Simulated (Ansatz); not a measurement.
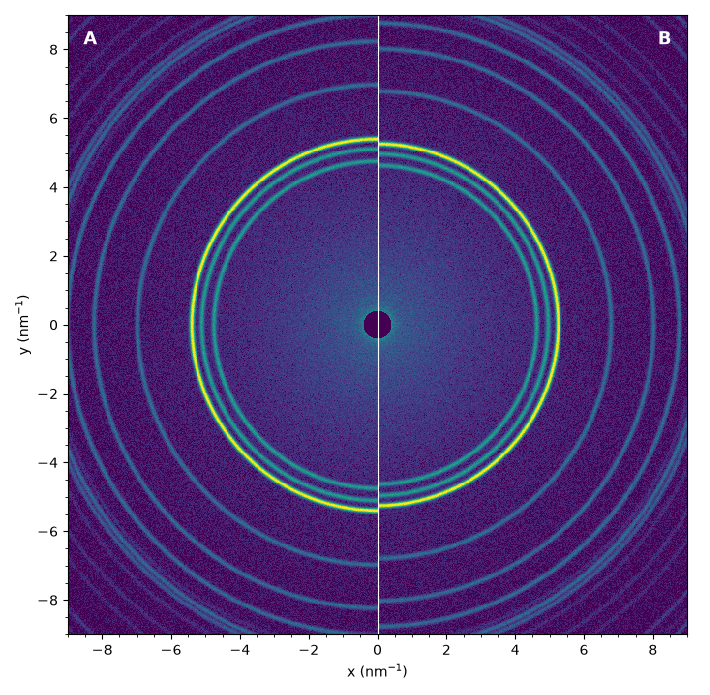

Simulated electron diffraction rings at 80 kV (λ = 0.0418 Å), scale in nm⁻¹ (radius = 1/d), for a fine-grained powder without texture. Kinematic intensities with B = 0.5 Å² for all atoms, without multiple scattering; brightness goes as intensity to the power 0.5, clipped at the top, with counting noise. Reflections closer than the ring width show as one ring. The left and right halves show two different samples, each scaled to its strongest ring.

Both are Co in P6_3/mmc, with cells of different size. Origins: A, the geometry relaxed with Ansatz, DFT LDA, scalar-relativistic, plane waves, PAW; B, the input geometry of an electronic-structure calculation (not necessarily at equilibrium).

Q: Which half has the larger cell, and by how much?

A: Half B: the volume of B is 8.4 % larger than that of A, and a larger cell draws the rings inwards on average.
A: a = 2.429 Å, b = 2.429 Å, c = 3.918 Å, α = 90.00°, β = 90.00°, γ = 120.00°; 100 at 4.75 nm⁻¹ (d = 2.10 Å), 002 at 5.10 nm⁻¹ (d = 1.959 Å), 101 at 5.39 nm⁻¹ (d = 1.854 Å), 102 at 6.97 nm⁻¹ (d = 1.434 Å).
B: a = 2.493 Å, b = 2.493 Å, c = 4.031 Å, α = 90.00°, β = 90.00°, γ = 120.00°; 100 at 4.63 nm⁻¹ (d = 2.16 Å), 002 at 4.96 nm⁻¹ (d = 2.02 Å), 101 at 5.25 nm⁻¹ (d = 1.904 Å), 102 at 6.79 nm⁻¹ (d = 1.474 Å).
